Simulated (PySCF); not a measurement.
**C3H11N2OSi (doublet): density, localisation and related maps**

```xyz
18

C     2.1115    0.5365   -1.0024
C     1.0469    0.3959    0.0827
C     1.3554   -0.7639    1.0234
O    -0.1896    0.1998   -0.5455
Si   -1.6561    0.3770    0.1100
N    -1.8908   -0.6271    1.4497
N    -2.6444   -0.1323   -1.2378
H     1.8604    1.3631   -1.6619
H     2.1564   -0.3756   -1.5924
H     3.0834    0.7213   -0.5534
H     1.0043    1.3262    0.6694
H     1.4449   -1.6849    0.4532
H     0.5361   -0.8759    1.7292
H     2.2810   -0.5825    1.5626
H    -1.9735    1.7977    0.2957
H    -2.6487   -0.5222    2.1040
H    -2.2655   -0.8495   -1.8343
H    -3.6204   -0.2970   -1.0640
```

Geometry: GFN2-xTB.

Theory: PySCF, UKS B3LYP, pcH-1 on C H N O Si, non-relativistic, mean-field spin-orbit, GIAO.

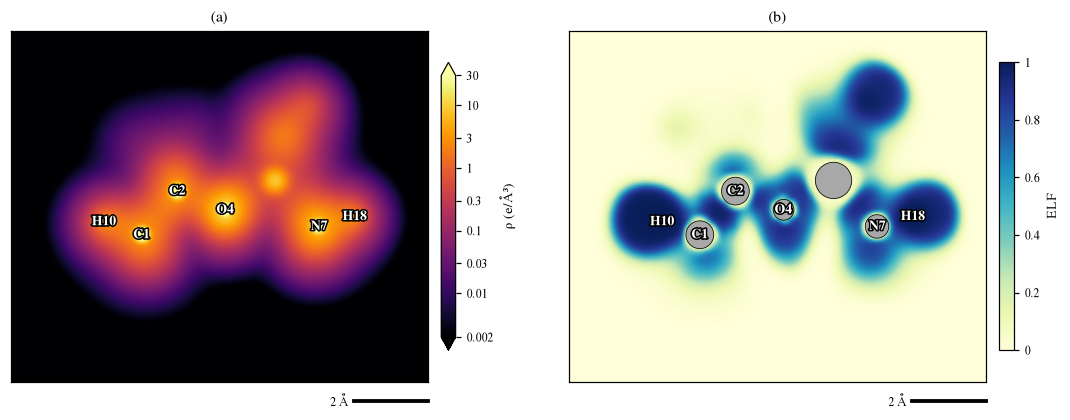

Figure 1. (a) total electron density; (b) electron localisation function on the plane of atoms C1, C2 and O4. Grey discs cover the atomic cores in the ELF map.

Question: What do the fields say about this system?

Answer: The plane passes through C, O, N and H nuclei.
C–O (1.40 Å): ρ at the midpoint is about 2.1 e/Å³, with its minimum of 1.8 e/Å³ about 0.5 Å from C; the ELF peaks at about 0.90 between the atoms, as expected for a shared but strongly polarised pair.
C–C (1.53 Å): the density is about 1.7 e/Å³ at the midpoint; the ELF peaks at about 0.95 between the atoms; localised, covalent bonding.
N–H (1.00 Å): ρ at the midpoint is about 2.9 e/Å³; the ELF climbs to about 1 towards the hydrogen, as it does in any bond to H; an ordinary covalent bond to hydrogen.
C–H (1.09 Å): the density is about 2 e/Å³ at the midpoint; the ELF climbs to about 1 towards the hydrogen; a covalent bond by its length.
The ELF also peaks beside O4, away from the bonds: non-bonding electrons, paired or unpaired.

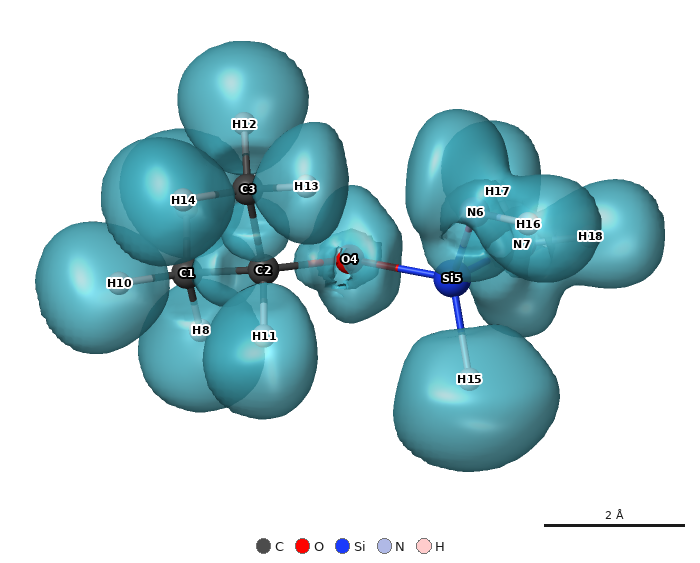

Figure 2. Isosurface of the ELF at 0.75 (cyan), seen from one side. Only the valence region is drawn (cores and ρ < 0.01 e/Å³ removed).

Question: Where are the electrons localised?

Answer: The ELF exceeds this value in two regions between bonded C–C atoms (shared pairs), eight regions around hydrogen nuclei, one region on O in which the atom's valence shell and bonds are merged and two joined regions spread over several atoms (H, N), in which their bonds and any lone pairs are merged.


 C–C (1.52 Å): the ELF peaks at about 0.95 between the atoms; a shared electron pair.

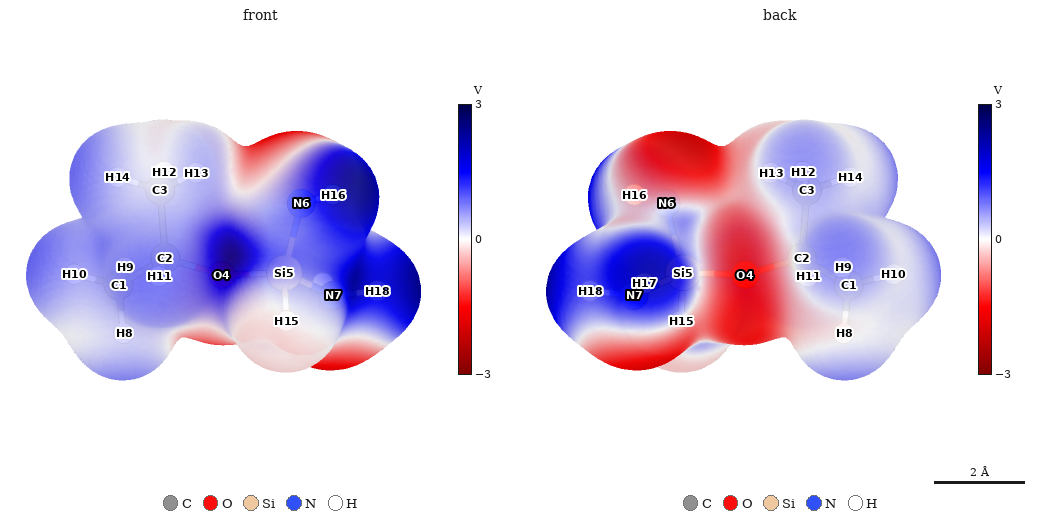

Figure 3. The electrostatic potential painted on the density surface at 0.004 e/bohr³, seen from the front and from behind; the colour scale runs from red (negative) to blue (positive).

Question: Describe the electrostatic potential map.

Answer: The most negative region (about −1.9 V, or −44 kcal/mol for a unit charge) lies over N6, the most positive (about +2.4 V, or +55 kcal/mol for a unit charge) over Si5, H16 and H18. N6 is the likeliest acceptor of a hydrogen bond.
